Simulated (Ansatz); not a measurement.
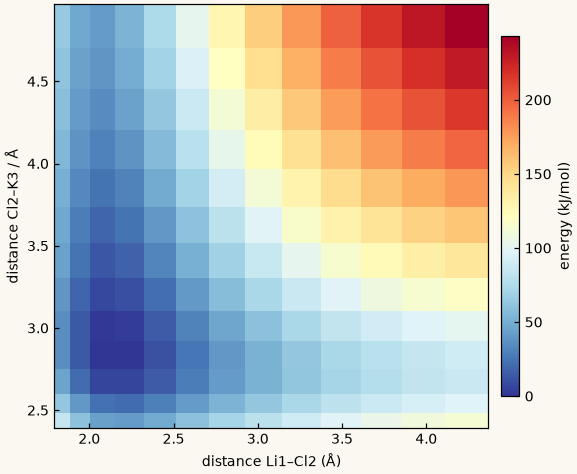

Energy landscape of the system Li + ClK, spin multiplicity 2. First axis: distance Li1–Cl2. Second axis: distance Cl2–K3. Nothing is relaxed (the angle Li1–Cl2–K3 is fixed at 180 degrees). Grid: 13 × 13 points. Points are written as (first, second). Energies are in kJ/mol, from the lowest grid point. The D4 coefficients can switch as the alkali atoms part, which puts small steps into the map. Computed with Ansatz 0.2.0, UKS PBE0-D4/def2-SVPD.

In the figure: one coloured cell a grid point. 

Describe this landscape.

The lowest grid point is at (2.074 Å, 2.836 Å). The highest grid point, (4.240 Å, 4.840 Å), lies 243 kJ/mol above the lowest.

The input of one point:

```yaml
crystal:
  periodic: [false, false, false]
  atoms:
    - { symbol: Li, position_ang: [-2.074, 0.0, 0.0] }
    - { symbol: Cl, position_ang: [0.0, 0.0, 0.0] }
    - { symbol: K, position_ang: [2.836, 0.0, 0.0] }
magnetization:
  spin_polarized: true
  initial_magnetization: 1
basis:
  gaussian: { orbitals: def2-SVPD }
hamiltonian:
  xc: pbe0
  dispersion: d4
output:
  forces: true
```

The whole map (169 points run) took 28 min on 1 thread of Arm Neoverse V2, with other jobs on the host.
